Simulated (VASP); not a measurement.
Band structure of Sn₂Ge₆ (ordered alloy cell). These are PBEsol GGA, VASP's PBE PAW potentials (set 64) (plane waves; VASP) values and carry that method's errors.

Unless said otherwise, spin-orbit coupling is left out, though it shifts the bands of the heavy elements here.

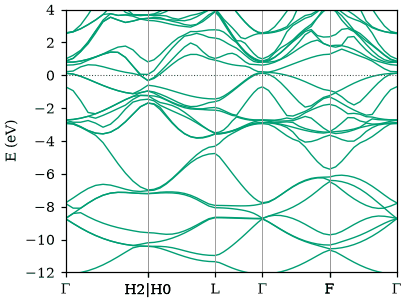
Figure: Bands along high-symmetry lines, zero at the valence-band maximum or, without a gap, the Fermi level

Read the plot: is there a gap, and where are the band edges?

It has no gap at this level: it comes out as a metal or semimetal. (Edges off the drawn lines would not show.)

The structure was generated: Sn2Ge6 was put into an ordered model structure (R-3m), which need not be its known phase. It was relaxed first.
